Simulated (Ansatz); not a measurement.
# Run report: CH$_{7}$Al$_{2}$N, geometry relaxation

- system: CH$_{7}$Al$_{2}$N
- method: RKS LC-wPBE/cc-pVTZ-DK (Ansatz 0.2.0)

The run did not end well. The geometry comes from this level: PBE0-D4/def2-TZVP.

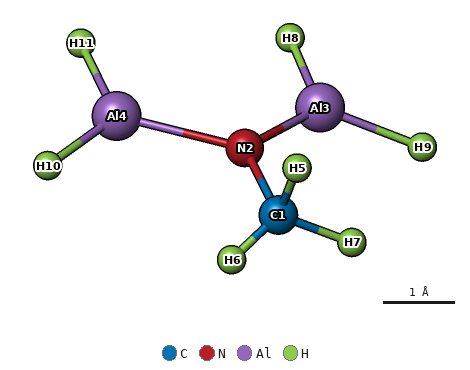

The structure as given in the input (ball-and-stick view, seen at a tilt; atoms are numbered from 1 in the order of the input). Sticks mark near contacts. Bond lengths as drawn: Al–H 1.52 to 1.63 Å, Al–N 1.79 to 1.88 Å, C–H 0.97 to 1.15 Å and C–N 1.44 Å.

**The input**
```yaml
crystal:
  periodic: [false, false, false]
  atoms:
    - {symbol: C, position_ang: [-0.007577, 1.525766, 0.067305]}
    - {symbol: N, position_ang: [0.103376, 0.093014, -0.011626]}
    - {symbol: Al, position_ang: [-0.393170, -0.941582, 1.362936]}
    - {symbol: Al, position_ang: [0.465556, -0.788614, -1.626501]}
    - {symbol: H, position_ang: [0.960904, 1.736219, 0.345134]}
    - {symbol: H, position_ang: [-0.234071, 1.970829, -0.764868]}
    - {symbol: H, position_ang: [-0.572937, 1.817096, 1.031271]}
    - {symbol: H, position_ang: [-0.341201, -2.480946, 1.364223]}
    - {symbol: H, position_ang: [-1.013494, -0.321093, 2.652758]}
    - {symbol: H, position_ang: [0.604980, 0.063285, -2.877572]}
    - {symbol: H, position_ang: [0.515709, -2.421449, -1.683559]}
basis:
  gaussian: {orbitals: cc-pVTZ-DK}
hamiltonian: {xc: {name: LC-wPBE}}
scf: {lower_state_search: light}
relax: {f_tol: 0.001, max_steps: 1}
output: {forces: true}
```

Hardware: 2 threads of Arm Neoverse V1, 23 GiB of memory available, shared host.

Launch command:
```bash
ansatz run in.yaml --threads 2 --pin off --events-out ev --progress --plain --max-ram 4352MiB
```

**What the program printed**
```
Functional definition: LC-wPBE
  name "LC-wPBE"
  cite "Vydrov & Scuseria, J. Chem. Phys. 125, 234109 (2006) doi:10.1063/1.2409292"
  cite "Heyd & Scuseria, J. Chem. Phys. 120, 7274 (2004) doi:10.1063/1.1668634"
  cite "Ernzerhof & Perdew, J. Chem. Phys. 109, 3313 (1998) doi:10.1063/1.476928"
  cite "Perdew, Burke & Ernzerhof, Phys. Rev. Lett. 77, 3865 (1996) doi:10.1103/PhysRevLett.77.3865"
  parent pbe
  parameter omega = 0.4/bohr
  exchange = pbe_x_sr(omega) + exact_x_lr(omega)
  correlation = pbe_c
1303 factors; their error is unknown
597 factors; integrals over basis functions are off by at most 2.6e-6 eV
mean field evaluation 1: about -15848.5819 eV, gradient 5.6e1 eV
mean field evaluation 2: about -15845.5956 eV, gradient 6.7e1 eV
mean field evaluation 4: about -15855.1915 eV, gradient 2.4e0 eV
mean field evaluation 8: about -15855.1801 eV, gradient 3.4e-2 eV
mean field evaluation 16: about -15855.1801 eV, gradient 1.3e-5 eV
mean field -15855.18014035 eV, -582.6671231309 hartree, gradient 1.3e-5 eV, S^2 0.000000; 0 other end points of the search recorded, 0 dependent functions left out
the calculation of the forces begins
reference -15855.18014036 eV, -582.6671231312 hartree; 23, 23 occupied and 203, 203 virtual orbitals, 1303 factors
relax step   1: F+E_penalty+E_count = -15855.18014035 eV  Δ(F+E_penalty+E_count) = +0.000e0 eV  max|allowed force component| = 6.665e0 eV/Å  Δτ_max = 0.0000 Å  (28 SCF iters, accepted)
Error: geometry relaxation did not converge after 1 steps: max|allowed force component| = 6.67e0 eV/Å (threshold 1.0e-3). Raise `relax.max_steps` over both its present limit and 1, loosen `relax.f_tol`, or start from a geometry closer to equilibrium. Where this run's directory can be resumed (`checkpoint.write`), a resume goes on for up to `relax.max_steps` more
```

**What the run reported**

| quantity | value |
| --- | --- |
| outcome | not converged |
| wall time | 6.5 s (CPU time 12 s) |
| peak memory | 0.48 GiB |

**Diagnosis**

The input was spoiled on purpose: the optimiser is allowed too few steps. The run did not converge: “geometry relaxation did not converge after 1 steps: max|allowed force component| = 6.67e0 eV/Å (threshold 1.0e-3). Raise `relax.max_steps` over both its present limit and 1, loosen `relax.f_tol`, or start from a geometry closer to equilibrium …” Its last values are not results.
